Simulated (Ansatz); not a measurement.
System: F5H3OW.

Input

```
crystal:
  periodic: [false, false, false]
  atoms:
    - { symbol: W, position_ang: [-0.195175, -0.16897, -0.080654] }
    - { symbol: H, position_ang: [-0.000249, 0.315157, 1.551906] }
    - { symbol: F, position_ang: [1.381445, -0.980574, 0.503527] }
    - { symbol: F, position_ang: [-0.944946, 1.51467, -0.270266] }
    - { symbol: F, position_ang: [-1.880373, -0.55873, 0.61657] }
    - { symbol: F, position_ang: [-0.524425, -1.816282, -0.89073] }
    - { symbol: F, position_ang: [0.790504, 0.39791, -1.554794] }
    - { symbol: O, position_ang: [1.847033, 1.857354, 1.143281] }
    - { symbol: H, position_ang: [2.601368, 1.245276, 1.136627] }
    - { symbol: H, position_ang: [1.331318, 1.570389, 1.932933] }
basis:
  gaussian: { orbitals: def2-SVP }
hamiltonian:
  xc: b3lyp
relax:
  f_tol: 0.03
  max_steps: 50
output:
  orbitals: {}
```

Run with:

```sh
ansatz run input.yaml --threads 4 --pin off --max-ram 5120MiB --backend cpu --events-out ev --progress --plain --runs-dir out
```

The fields are those of the run's last geometry, not of the input's.

Core potentials replace the inner electrons of W.

Theory: RKS B3LYP/def2-SVP (Ansatz).

What will maps of the electron density and electron localisation function show?

W–F (1.86 Å): the density is about 1.1 e/Å³ at the midpoint; the ELF peaks at about 0.80 in the valence shell of F, 0.5 Å from its nucleus, and drops to about 0.20 between the two atoms.
W–O (2.30 Å): ρ at the midpoint is about 0.4 e/Å³; the ELF peaks at about 0.90 in the valence shell of O, 0.6 Å from its nucleus, and is about 0.15 at the midpoint.
W–F (1.89 Å): the density is about 1 e/Å³ at the midpoint; the ELF peaks at about 0.85 in the valence shell of F, 0.5 Å from its nucleus, and drops to about 0.25 between the two atoms.

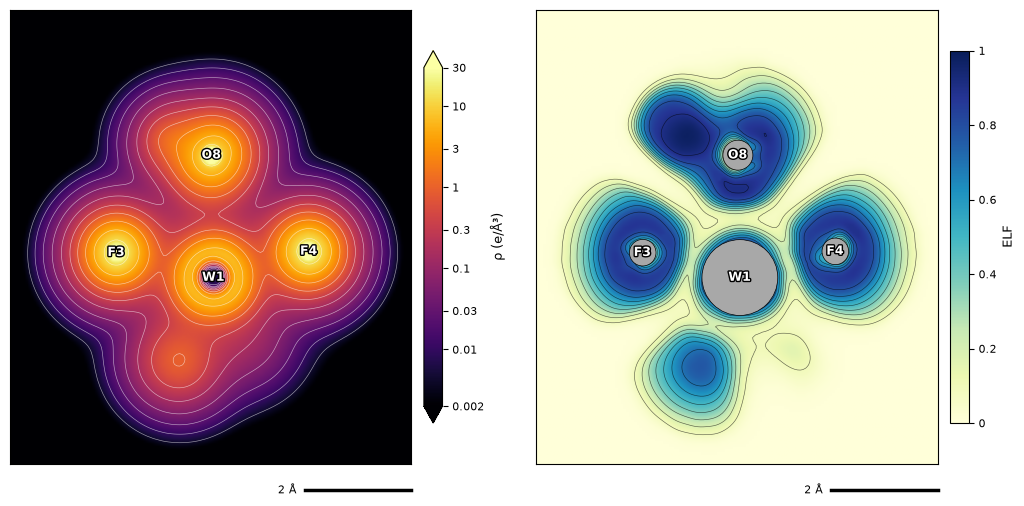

Computed electron density and electron localisation function on the plane of atoms F4, W1 and O8, in this order. Grey discs cover the atomic cores in the ELF map. 
